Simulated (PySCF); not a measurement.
**C10H12O3: NMR shifts at several levels of theory**

How much do the NMR shifts of C10H12O3 (`COc1ccccc1OC[C@@H]1CO1`) depend on the level of theory, and what does each level cost?

Computed with PySCF 2.14.0, with density-fitted response routines of our own, on a single molecule in the gas phase. Atoms count from 0, in the outputs and in this text.

## (1) The starting structure

25 atoms, charge 0, multiplicity 1; geometry from: GFN2-xTB.

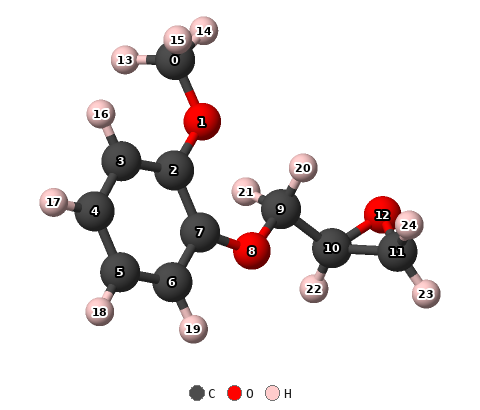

The starting geometry (carbon dark grey, oxygen red, hydrogen pink), atoms numbered.

## (2) Optimising the geometry at PBE0-D3(BJ)/def2-SVP

What the job is given:

```
{"job": {"xc": "PBE0", "basis": "def2-SVP", "d3": "d3bj", "grid": 1, "kind": "geom"}, "charge": 0, "multiplicity": 1}
C     -2.552610     0.900930     1.715640
O     -1.364600     0.573000     1.039430
C     -1.425190    -0.287990    -0.030350
C     -2.601050    -0.903810    -0.442820
C     -2.623800    -1.775080    -1.518330
C     -1.458220    -2.048350    -2.206130
C     -0.282200    -1.441100    -1.811510
C     -0.238120    -0.561740    -0.733860
O      1.012100    -0.073340    -0.473090
C      1.226110     0.960510     0.466280
C      2.697040     1.309220     0.385720
C      3.678660     0.607630     1.215330
O      3.277710     1.918280     1.496520
H     -3.288680     1.356980     1.045750
H     -2.260540     1.626150     2.474130
H     -2.995690     0.026320     2.203250
H     -3.520380    -0.709230     0.085660
H     -3.555480    -2.235220    -1.809290
H     -1.460170    -2.726370    -3.045280
H      0.644630    -1.632470    -2.328510
H      0.980470     0.637260     1.483500
H      0.623230     1.843190     0.222010
H      3.018080     1.693550    -0.579360
H      4.696710     0.492270     0.862720
H      3.336970    -0.147950     1.912880
```

Output:

```text
step   0  E = -612.75865800  max force = 0.017249
step   1  E = -612.76070247  max force = 0.006483
step   2  E = -612.75880598  max force = 0.012533
step   3  E = -612.76114671  max force = 0.004052
step   4  E = -612.76139974  max force = 0.002639
step   5  E = -612.76150798  max force = 0.002717
step   6  E = -612.76185625  max force = 0.004120
step   7  E = -612.76255707  max force = 0.004434
step   8  E = -612.76322272  max force = 0.005227
step   9  E = -612.76344669  max force = 0.003676
step  10  E = -612.76358521  max force = 0.002033
step  11  E = -612.76364539  max force = 0.001216
step  12  E = -612.76365394  max force = 0.000542
step  13  E = -612.76365444  max force = 0.000588
step  14  E = -612.76366124  max force = 0.000289
optimisation converged
```

It took 4.7 min on 8 threads of Intel Xeon Platinum 8488C (Sapphire Rapids), shared host.

Relaxation path: (the energy doesn't fall at every step)

```csv
step,energy from step 0 (eV),largest force component (eV/Å)
0,0.0000,0.8870
1,-0.0556,0.3334
2,-0.0040,0.6445
3,-0.0677,0.2084
4,-0.0746,0.1357
5,-0.0776,0.1397
6,-0.0870,0.2119
7,-0.1061,0.2280
8,-0.1242,0.2688
9,-0.1303,0.1890
10,-0.1341,0.1045
11,-0.1357,0.0625
12,-0.1359,0.0279
13,-0.1360,0.0302
14,-0.1361,0.0149
```

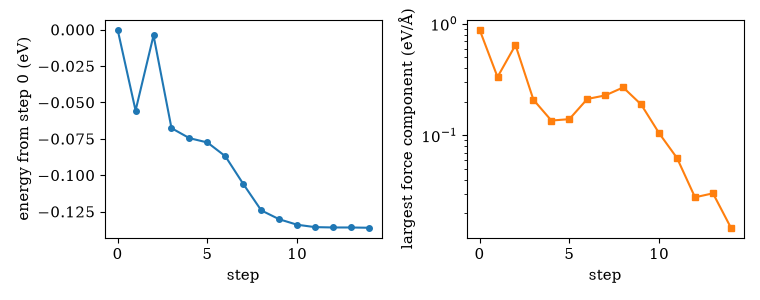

Energy and force, step by step.

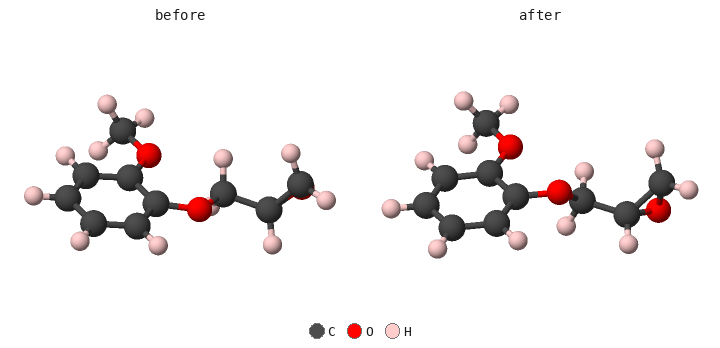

Before and after, at one scale.

Close pairs (by a distance rule), those that changed most:

```csv
bond,before (Å),after (Å),change (Å)
O1–C2,1.375,1.351,-0.024
C10–O12,1.394,1.408,+0.015
C11–H24,1.084,1.098,+0.014
C5–C6,1.381,1.395,+0.014
C11–H23,1.084,1.097,+0.014
C6–H19,1.078,1.092,+0.013
C4–H17,1.079,1.092,+0.013
C5–H18,1.079,1.092,+0.013
```

The end geometry stands in the next job.

```csv
at the end point,value
point group (found at 0.08 Å tolerance),C1
"rotational constants (GHz, main isotopes)","1.437, 0.461, 0.364"
dipole moment (D),2.07
```

## (3) NMR shieldings: PBE0/pcSseg-1

What the job is given:

```
{"job": {"kind": "nmr", "xc": "PBE0", "basis": "pcSseg-1", "pop": false}, "charge": 0, "multiplicity": 1}
C     -2.455999     0.705190     1.944081
O     -1.305751     0.296005     1.259603
C     -1.444738    -0.383324     0.100515
C     -2.670163    -0.736171    -0.469123
C     -2.713889    -1.473917    -1.654212
C     -1.536383    -1.862221    -2.282170
C     -0.309904    -1.495814    -1.726957
C     -0.247718    -0.759429    -0.548529
O      0.970836    -0.472176    -0.027172
C      1.285987     0.877974     0.248309
C      2.777824     1.018866     0.161323
C      3.616258     0.853932     1.346680
O      3.323596     2.133282     0.827276
H     -3.072928     1.391742     1.337682
H     -2.115376     1.234156     2.843141
H     -3.077655    -0.154596     2.249912
H     -3.602236    -0.449409     0.018489
H     -3.682682    -1.745404    -2.079221
H     -1.565354    -2.442007    -3.206880
H      0.636250    -1.776516    -2.193986
H      0.945195     1.177696     1.251678
H      0.798164     1.543296    -0.486775
H      3.214108     0.795830    -0.822825
H      4.654502     0.517832     1.233210
H      3.143036     0.607823     2.306242
```

Level: GIAO PBE0/pcSseg-1 NMR shielding, non-relativistic, gas phase.

Output:

```text
coarse grid: 21560 points
cycle   1  E = -612.8739502755  dE =  2.408e+00  |g| = 8.325e-01  |ddm| = 4.786e+00
cycle   2  E = -612.7418677747  dE =  1.321e-01  |g| = 1.206e+00  |ddm| = 1.800e+00
cycle   3  E = -613.0031046594  dE = -2.612e-01  |g| = 1.286e-01  |ddm| = 1.101e+00
cycle   4  E = -613.0060913092  dE = -2.987e-03  |g| = 5.041e-02  |ddm| = 1.450e-01
cycle   5  E = -613.0065912255  dE = -4.999e-04  |g| = 1.577e-02  |ddm| = 5.578e-02
cycle   6  E = -613.0066301866  dE = -3.896e-05  |g| = 5.836e-03  |ddm| = 1.699e-02
cycle   7  E = -613.0066368983  dE = -6.712e-06  |g| = 1.120e-03  |ddm| = 5.953e-03
final grid: 210168 points
cycle   8  E = -613.1162939426  dE = -4.643e-05  |g| = 1.747e-02  |ddm| = 5.887e-02
cycle   9  E = -613.1162108926  dE =  8.305e-05  |g| = 2.759e-02  |ddm| = 3.218e-02
cycle  10  E = -613.1163500586  dE = -1.392e-04  |g| = 2.223e-03  |ddm| = 2.194e-02
cycle  11  E = -613.1163512855  dE = -1.227e-06  |g| = 4.986e-04  |ddm| = 2.923e-03
cycle  12  E = -613.1163513349  dE = -4.938e-08  |g| = 2.335e-04  |ddm| = 6.795e-04
cycle  13  E = -613.1163513483  dE = -1.346e-08  |g| = 4.050e-05  |ddm| = 2.324e-04
cycle  14  E = -613.1163513485  dE = -2.346e-10  |g| = 2.194e-05  |ddm| = 4.986e-05
converged SCF energy = -613.1163513485

GIAO shielding tensors (ppm)
atom      isotropic    diamagn.    paramagn.     s11        s22        s33       span
  0 C      131.161     243.052    -111.890    102.533    113.467    177.485     74.952
  1 O      243.344     405.063    -161.720    154.607    262.211    313.214    158.608
  2 C       27.311     254.323    -227.011    -40.091     10.482    111.543    151.634
  3 C       71.004     258.540    -187.536    -19.426     55.579    176.860    196.286
  4 C       55.656     254.458    -198.802    -51.515     44.837    173.646    225.160
  5 C       59.138     255.053    -195.916    -45.636     49.705    173.345    218.981
  6 C       56.504     252.878    -196.374    -34.933     46.950    157.495    192.428
  7 C       30.304     251.432    -221.128    -38.025     15.793    113.145    151.170
  8 O      248.873     402.337    -153.465    178.241    259.620    308.758    130.517
  9 C      107.610     245.281    -137.671     79.003     94.287    149.539     70.535
 10 C      136.277     245.256    -108.978     81.579    146.201    181.052     99.473
 11 C      138.058     256.247    -118.189     95.397    142.207    176.570     81.173
 12 O      325.318     397.028     -71.709    168.256    382.767    424.932    256.676
 13 H       27.805      29.087      -1.282     24.269     25.102     34.045      9.776
 14 H       27.177      28.637      -1.460     22.234     26.146     33.150     10.916
 15 H       27.737      28.184      -0.447     23.899     25.094     34.217     10.317
 16 H       24.627      31.432      -6.805     20.149     24.272     29.460      9.311
 17 H       24.159      28.261      -4.102     20.544     25.283     26.649      6.104
 18 H       24.286      28.978      -4.693     20.655     25.650     26.552      5.897
 19 H       24.110      32.851      -8.741     20.197     23.686     28.447      8.250
 20 H       27.280      33.312      -6.031     20.282     28.956     32.604     12.322
 21 H       27.605      32.743      -5.138     23.902     27.814     31.097      7.195
 22 H       28.448      29.728      -1.280     21.583     27.669     36.093     14.510
 23 H       28.599      27.875       0.723     23.578     25.347     36.871     13.293
 24 H       28.851      31.127      -2.276     24.022     27.345     35.186     11.164
```

It took 50 s on 8 threads of Intel Xeon Platinum 8488C (Sapphire Rapids), shared host.

Shifts follow as δ = σ(reference) − σ, with reference shieldings (ppm) from runs at the same level and on the same kind of geometry: 1H TMS 31.27, 13C TMS 184.4, 17O H2O 334.6. The references are single molecules in the gas phase, so shifts against H2O, NH3, PH3, H3PO4 or CFCl3 are not on the usual liquid scales and can be off by tens of ppm. Atoms listed in one row are averaged.

```csv
atoms,environment,σ (ppm),δ (ppm),δ scaled to CDCl3
C2,aromatic carbon bearing oxygen,27.3,157.1,152.0
C7,aromatic carbon bearing oxygen,30.3,154.1,149.1
C4,aromatic CH,55.7,128.8,124.5
C6,aromatic CH,56.5,127.9,123.7
C5,aromatic CH,59.1,125.3,121.1
C3,aromatic CH,71.0,113.4,109.6
C9,sp3 CH2 bonded to O,107.6,76.8,74.1
C0,methyl carbon bonded to O,131.2,53.2,51.2
C10,epoxide ring carbon,136.3,48.1,46.2
C11,epoxide ring carbon,138.1,46.3,44.5
H19,hydrogen on an aromatic CH,24.11,7.16,7.00
H17,hydrogen on an aromatic CH,24.16,7.11,6.95
H18,hydrogen on an aromatic CH,24.29,6.98,6.83
H16,hydrogen on an aromatic CH,24.63,6.64,6.51
H20,hydrogen on an sp3 CH2 bonded to O,27.28,3.99,3.99
"H13, H14, H15",hydrogen on a methyl carbon bonded to O,27.57,3.69,3.72
H21,hydrogen on an sp3 CH2 bonded to O,27.60,3.66,3.69
H22,hydrogen on an epoxide ring carbon,28.45,2.82,2.89
H23,hydrogen on an epoxide ring carbon,28.60,2.67,2.75
H24,hydrogen on an epoxide ring carbon,28.85,2.42,2.51
O1,ether oxygen,243.3,91.2,–
O8,ether oxygen,248.9,85.7,–
O12,ether oxygen,325.3,9.2,–
```

The scaled column applies a straight-line fit of computed shieldings to shifts measured in CDCl3 (root-mean-square error 0.21 ppm for H, 2.0 ppm for C).

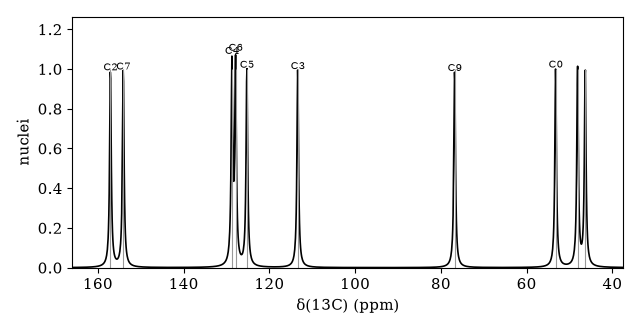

13C lines at the computed shifts, without couplings. Lines are broadened to a width of 0.44 ppm (Lorentzian).

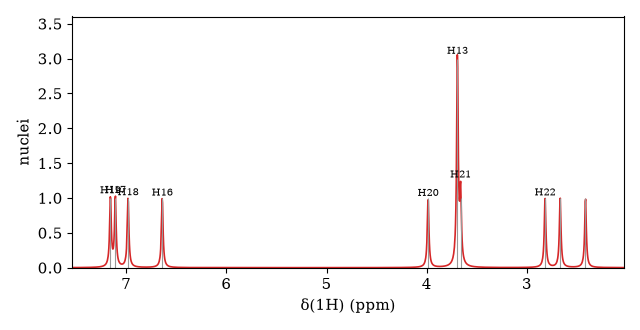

1H lines at the computed shifts, without couplings. Lines are broadened to a width of 0.02 ppm (Lorentzian).

Ring of atoms C2, C3, C4, C5, C6, C7: NICS(0) -10.8, NICS(1) -11.3, NICS(1)zz -26.5 ppm (means of both faces).

Ring of atoms C10, C11, O12: NICS(0) -46.4, NICS(1) -6.1, NICS(1)zz -22.2 ppm (means of both faces). The ring holds saturated atoms, so no π current runs round it: these values come from its σ bonds, any local π bonds and neighbouring rings, and say nothing of aromaticity.

In rings of three or four atoms NICS is ruled by the nearby σ bonds, so it says little on aromaticity.

## (4) Nuclear shieldings: PBE/pcSseg-1

The job, as its differences from that of step 3:

```diff
@@ -1,2 +1,2 @@
-{"job": {"kind": "nmr", "xc": "PBE0", "basis": "pcSseg-1", "pop": false}, "charge": 0, "multiplicity": 1}
+{"job": {"kind": "nmr", "xc": "PBE", "basis": "pcSseg-1", "pop": false}, "charge": 0, "multiplicity": 1}
 C     -2.455999     0.705190     1.944081
```

Method: GIAO PBE/pcSseg-1 NMR shielding, non-relativistic, gas phase.

Output:

```text
coarse grid: 21560 points
cycle   1  E = -612.7433880022  dE =  1.970e+00  |g| = 9.818e-01  |ddm| = 4.877e+00
cycle   2  E = -612.2922659062  dE =  4.511e-01  |g| = 1.818e+00  |ddm| = 3.068e+00
cycle   3  E = -612.9218410004  dE = -6.296e-01  |g| = 2.851e-01  |ddm| = 2.214e+00
cycle   4  E = -612.9381082677  dE = -1.627e-02  |g| = 8.168e-02  |ddm| = 2.992e-01
cycle   5  E = -612.9393707303  dE = -1.262e-03  |g| = 3.479e-02  |ddm| = 1.010e-01
cycle   6  E = -612.9395697170  dE = -1.990e-04  |g| = 1.246e-02  |ddm| = 3.998e-02
cycle   7  E = -612.9395988482  dE = -2.913e-05  |g| = 2.644e-03  |ddm| = 1.344e-02
cycle   8  E = -612.9396004566  dE = -1.608e-06  |g| = 7.378e-04  |ddm| = 3.205e-03
final grid: 210168 points
cycle   9  E = -613.0882876497  dE = -1.763e-05  |g| = 2.840e-02  |ddm| = 8.234e-02
cycle  10  E = -613.0877913285  dE =  4.963e-04  |g| = 5.919e-02  |ddm| = 6.356e-02
cycle  11  E = -613.0884306177  dE = -6.393e-04  |g| = 6.522e-03  |ddm| = 4.829e-02
cycle  12  E = -613.0884409500  dE = -1.033e-05  |g| = 1.550e-03  |ddm| = 8.422e-03
cycle  13  E = -613.0884414557  dE = -5.056e-07  |g| = 6.384e-04  |ddm| = 2.055e-03
cycle  14  E = -613.0884415614  dE = -1.058e-07  |g| = 1.655e-04  |ddm| = 7.463e-04
cycle  15  E = -613.0884415663  dE = -4.832e-09  |g| = 5.855e-05  |ddm| = 1.940e-04
cycle  16  E = -613.0884415669  dE = -6.019e-10  |g| = 1.552e-05  |ddm| = 7.008e-05
converged SCF energy = -613.0884415669

GIAO shielding tensors (ppm)
atom      isotropic    diamagn.    paramagn.     s11        s22        s33       span
  0 C      125.753     243.450    -117.697     95.256    107.905    174.098     78.842
  1 O      226.183     404.627    -178.444    132.787    244.234    301.529    168.742
  2 C       24.671     254.859    -230.188    -35.209      5.959    103.263    138.471
  3 C       69.504     258.148    -188.645    -18.132     55.087    171.556    189.687
  4 C       54.151     253.296    -199.145    -48.856     44.189    167.120    215.977
  5 C       57.470     253.915    -196.444    -43.446     48.942    166.915    210.361
  6 C       55.267     252.455    -197.188    -32.253     47.297    150.756    183.009
  7 C       27.472     252.310    -224.838    -33.543     10.790    105.168    138.711
  8 O      230.676     402.085    -171.409    159.220    239.695    293.114    133.895
  9 C      100.133     246.378    -146.246     70.543     86.442    143.413     72.870
 10 C      129.439     245.350    -115.911     73.214    139.374    175.728    102.514
 11 C      131.473     255.640    -124.167     87.525    135.916    170.978     83.453
 12 O      310.774     396.635     -85.861    152.422    370.294    409.608    257.186
 13 H       27.664      29.073      -1.408     24.183     25.038     33.773      9.590
 14 H       27.085      28.817      -1.733     22.396     26.077     32.780     10.384
 15 H       27.598      28.052      -0.454     23.896     24.961     33.937     10.041
 16 H       24.702      31.427      -6.725     20.538     24.100     29.469      8.930
 17 H       24.236      28.268      -4.032     20.865     25.122     26.721      5.856
 18 H       24.360      29.014      -4.654     20.972     25.478     26.629      5.658
 19 H       24.234      33.026      -8.791     20.649     23.644     28.410      7.760
 20 H       27.089      33.663      -6.575     20.344     28.696     32.226     11.881
 21 H       27.405      33.005      -5.600     23.897     27.420     30.898      7.002
 22 H       28.317      29.820      -1.503     21.631     27.645     35.676     14.044
 23 H       28.462      27.576       0.886     23.508     25.510     36.367     12.859
 24 H       28.751      31.380      -2.629     23.982     27.467     34.804     10.822
```

It took 42 s on 8 threads of Intel Xeon Platinum 8488C (Sapphire Rapids), shared host.

Key values: δ C2 155.4, C7 152.6, C4 125.9, C6 124.8, H19 6.96, H17 6.96 ppm.

## (5) NMR shieldings: wB97X-D/pcSseg-1

The job, as its differences from that of step 4:

```diff
@@ -1,2 +1,2 @@
-{"job": {"kind": "nmr", "xc": "PBE", "basis": "pcSseg-1", "pop": false}, "charge": 0, "multiplicity": 1}
+{"job": {"kind": "nmr", "xc": "wB97X-D", "basis": "pcSseg-1", "pop": false}, "charge": 0, "multiplicity": 1}
 C     -2.455999     0.705190     1.944081
```

Method: GIAO wB97X-D/pcSseg-1 NMR shielding, non-relativistic, gas phase.

Output:

```text
coarse grid: 21560 points
cycle   1  E = -613.3222217789  dE =  2.931e+00  |g| = 9.362e-01  |ddm| = 4.734e+00
cycle   2  E = -613.2912477028  dE =  3.097e-02  |g| = 1.090e+00  |ddm| = 1.502e+00
cycle   3  E = -613.4893198540  dE = -1.981e-01  |g| = 8.402e-02  |ddm| = 7.710e-01
cycle   4  E = -613.4905234148  dE = -1.204e-03  |g| = 3.902e-02  |ddm| = 8.646e-02
cycle   5  E = -613.4908187383  dE = -2.953e-04  |g| = 1.327e-02  |ddm| = 4.200e-02
cycle   6  E = -613.4908510046  dE = -3.227e-05  |g| = 3.477e-03  |ddm| = 1.324e-02
cycle   7  E = -613.4908537142  dE = -2.710e-06  |g| = 6.928e-04  |ddm| = 3.674e-03
final grid: 210168 points
cycle   8  E = -613.6052162865  dE = -2.783e-04  |g| = 5.813e-03  |ddm| = 6.432e-02
cycle   9  E = -613.6052206188  dE = -4.332e-06  |g| = 5.093e-03  |ddm| = 1.127e-02
cycle  10  E = -613.6052254794  dE = -4.861e-06  |g| = 1.076e-03  |ddm| = 3.999e-03
cycle  11  E = -613.6052256969  dE = -2.174e-07  |g| = 4.680e-04  |ddm| = 1.427e-03
cycle  12  E = -613.6052257447  dE = -4.783e-08  |g| = 8.237e-05  |ddm| = 5.749e-04
cycle  13  E = -613.6052257464  dE = -1.671e-09  |g| = 3.856e-05  |ddm| = 1.417e-04
cycle  14  E = -613.6052257468  dE = -4.184e-10  |g| = 1.122e-05  |ddm| = 6.152e-05
converged SCF energy = -613.6052257468

GIAO shielding tensors (ppm)
atom      isotropic    diamagn.    paramagn.     s11        s22        s33       span
  0 C      130.711     242.733    -112.022    102.867    112.682    176.585     73.718
  1 O      250.398     405.665    -155.267    166.267    269.600    315.329    149.062
  2 C       26.039     255.029    -228.991    -44.356     10.659    111.813    156.168
  3 C       70.003     259.151    -189.148    -21.589     54.972    176.625    198.214
  4 C       54.392     255.130    -200.738    -55.153     44.047    174.282    229.435
  5 C       58.043     255.766    -197.723    -48.954     49.102    173.982    222.936
  6 C       55.090     253.591    -198.501    -38.400     45.849    157.822    196.221
  7 C       29.143     251.890    -222.747    -42.045     16.111    113.363    155.408
  8 O      256.154     403.444    -147.290    187.326    267.087    314.050    126.725
  9 C      108.015     245.452    -137.437     79.500     94.590    149.956     70.456
 10 C      136.444     245.574    -109.130     81.791    147.004    180.537     98.746
 11 C      138.090     256.398    -118.309     95.411    142.671    176.186     80.775
 12 O      328.196     397.810     -69.614    172.003    386.312    426.274    254.272
 13 H       27.924      29.331      -1.407     24.400     25.226     34.146      9.747
 14 H       27.304      28.725      -1.421     22.329     26.287     33.294     10.965
 15 H       27.861      28.398      -0.537     24.025     25.237     34.322     10.298
 16 H       24.717      31.595      -6.877     20.256     24.350     29.546      9.290
 17 H       24.251      28.136      -3.885     20.687     25.327     26.739      6.053
 18 H       24.382      28.891      -4.509     20.793     25.706     26.646      5.854
 19 H       24.180      33.014      -8.834     20.286     23.692     28.562      8.275
 20 H       27.399      33.728      -6.329     20.397     29.078     32.723     12.326
 21 H       27.751      33.144      -5.393     24.030     27.947     31.277      7.246
 22 H       28.551      29.816      -1.265     21.698     27.809     36.147     14.449
 23 H       28.695      27.899       0.796     23.704     25.432     36.947     13.243
 24 H       28.924      31.347      -2.423     24.122     27.404     35.248     11.126
```

Wall time 71 s (8 threads of Intel Xeon Platinum 8488C (Sapphire Rapids), shared host).

This run: δ C2 158.5, C7 155.4, C4 130.1, C6 129.4, H19 7.20, H17 7.13 ppm.

[end of part 1 of 2]
